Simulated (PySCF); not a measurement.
# C₈H₈Cl₂O₂S: excited states

What do calculations give for the excited states of C₈H₈Cl₂O₂S (`Cc1c(Cl)ccc(S(=O)(=O)Cl)c1C`)?

Computed with PySCF 2.14.0 and routines of our own; the level stands in each step. Atoms count from 0.

### 1 The starting structure

21 atoms, charge 0, multiplicity 1; geometry from: GFN2-xTB.

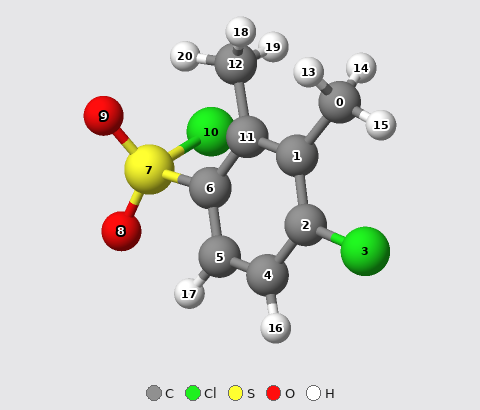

The starting geometry (carbon grey, chlorine green, sulfur yellow, oxygen red, hydrogen white).

### 2 Excited states: TDA CAM-B3LYP/def2-SVP

Job settings and geometry (Å):

```
{"job": {"kind": "states", "xc": "CAM-B3LYP", "basis": "def2-SVP", "tda": true, "soc": true, "nstates": 6, "ntriplets": 4, "nquad": 4}, "charge": 0, "multiplicity": 1}
C     -2.368056    -1.040340    -0.114790
C     -1.284445    -0.011074    -0.055524
C     -1.559595     1.351319    -0.174103
Cl    -3.182523     1.905593    -0.366773
C     -0.558015     2.314781    -0.150773
C      0.755196     1.914427    -0.011425
C      1.029559     0.569267     0.127726
S      2.755157     0.157164     0.246788
O      3.547603     1.339847     0.165296
O      3.042915    -0.779713     1.286493
Cl     3.032082    -0.833227    -1.515728
C      0.050831    -0.410789     0.114088
C      0.406710    -1.853026     0.250585
H     -2.503389    -1.503666     0.862014
H     -2.108469    -1.820536    -0.826750
H     -3.310774    -0.593051    -0.412871
H     -0.811225     3.357928    -0.249809
H      1.570229     2.618593    -0.007064
H     -0.344549    -2.382944     0.829894
H      0.463120    -2.315225    -0.735114
H      1.368719    -1.968386     0.737370
```

With the program's defaults for keys left out, this is: TDA CAM-B3LYP/def2-SVP excited states, vertical, gas phase, spin-orbit mean-field couplings.

Launch:

```console
> OMP_NUM_THREADS=1 python excited_run.py task.json out
```

The driver reads the jobs from task.json and runs them one after another.

Standard output:

```text
coarse grid: 20696 points
cycle   1  E = -1777.1389048930  dE =  3.429e+00  |g| = 1.242e+00  |ddm| = 5.956e+00
cycle   2  E = -1776.6889118500  dE =  4.500e-01  |g| = 2.030e+00  |ddm| = 3.535e+00
cycle   3  E = -1777.4507959804  dE = -7.619e-01  |g| = 1.481e-01  |ddm| = 2.293e+00
cycle   4  E = -1777.4547410641  dE = -3.945e-03  |g| = 8.214e-02  |ddm| = 2.973e-01
cycle   5  E = -1777.4563519943  dE = -1.611e-03  |g| = 2.115e-02  |ddm| = 1.120e-01
cycle   6  E = -1777.4564645595  dE = -1.126e-04  |g| = 4.801e-03  |ddm| = 3.395e-02
cycle   7  E = -1777.4564709998  dE = -6.440e-06  |g| = 1.340e-03  |ddm| = 9.302e-03
final grid: 190296 points
cycle   8  E = -1777.6858850563  dE = -4.552e-05  |g| = 4.201e-03  |ddm| = 5.440e-02
cycle   9  E = -1777.6858858623  dE = -8.060e-07  |g| = 3.910e-03  |ddm| = 1.201e-02
cycle  10  E = -1777.6858898046  dE = -3.942e-06  |g| = 5.215e-04  |ddm| = 5.806e-03
cycle  11  E = -1777.6858898602  dE = -5.563e-08  |g| = 2.403e-04  |ddm| = 9.821e-04
cycle  12  E = -1777.6858898747  dE = -1.446e-08  |g| = 5.149e-05  |ddm| = 3.516e-04
cycle  13  E = -1777.6858898754  dE = -6.939e-10  |g| = 1.640e-05  |ddm| = 8.436e-05
converged SCF energy = -1777.6858898754

Singlet excitations
state   eV       nm        f     d(h-e)  d(exc)  Lambda  PR(NTO)  |dmu|/D   mu/D   main configurations
  1   5.2050   238.2   0.01790   0.470   3.023   0.634   1.863    1.348    5.253   H-1->L 0.51, H->L+1 0.30, H->L 0.09
  2   5.6688   218.7   0.19386   1.305   3.489   0.670   1.296    4.038    7.778   H->L 0.70, H-1->L 0.13
  3   6.0693   204.3   0.00044   0.712   2.834   0.444   1.058    2.297    2.073   H-2->L 0.67, H-2->L+2 0.24
  4   6.4343   192.7   0.01159   0.768   3.060   0.605   2.325    2.309    6.213   H->L+2 0.34, H-1->L+1 0.16, H-1->L+2 0.12
  5   6.5336   189.8   0.08647   1.479   3.569   0.559   1.679                     H-1->L+2 0.20, H-1->L 0.18, H->L+1 0.17
  6   6.6245   187.2   0.02309   0.302   3.192   0.496   1.287                     H-5->L 0.42, H-5->L+2 0.12, H-4->L 0.11

Triplet excitations (Tamm-Dancoff)
state   eV     d(h-e)  d(exc)  Lambda  PR(NTO)   main configurations
  1   3.8989   0.217   2.729   0.699   1.841   H->L 0.45, H-1->L+1 0.26, H-1->L 0.10
  2   4.3552   0.456   2.919   0.624   1.096   H-1->L 0.67, H->L 0.16, H-1->L+2 0.08
  3   4.5857   0.288   2.862   0.775   1.765   H-1->L+1 0.57, H->L 0.22, H->L+1 0.09
  4   5.1139   0.501   2.914   0.646   1.103   H->L+1 0.80, H-1->L+1 0.12
S1 - T1 = 1.3061 eV

Spin-orbit couplings |<S|Hso|T>| (cm-1)
             T1       T2       T3       T4
S0       16.507    3.041   17.701   11.073
S1        1.161    1.566    1.163    0.205
S2        3.791    1.572    2.586    3.671
S3       22.466    2.813   19.665    1.973
S4        5.607    2.115    5.104    5.370
S5        8.788   12.485    8.484    3.460
S6        9.571    5.542   10.042    4.297
T1 sublevels (cm-1): 0.000 0.035 0.043   radiative rates (1/s): 5.94 0.56 2.97
```

Wall time 49 s (1 thread of AMD EPYC 9R45, shared host); peak memory 1.2 GiB.

Key values:

```tsv
quantity	value
S1 less T1	1.31 eV
```

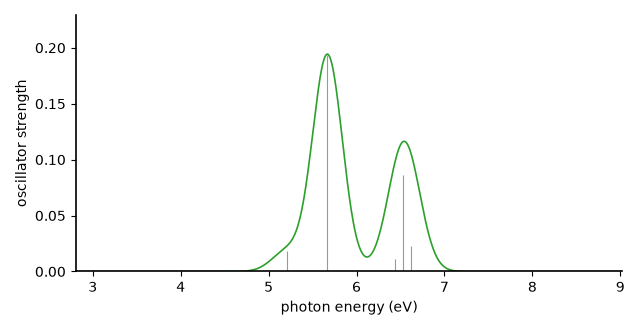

Absorption lines of the singlets. Lines are broadened to a width of 0.40 eV (Gaussian).

### 3 Summary of results

| quantity | value |
| --- | --- |
| S1 less T1 (step 2, TDA CAM-B3LYP/def2-SVP) | 1.31 eV |

In step 2, the number of triplets below S1 is at least 4, and the largest singlet-triplet spin-orbit coupling is S3–T1, 22.47 cm⁻¹.
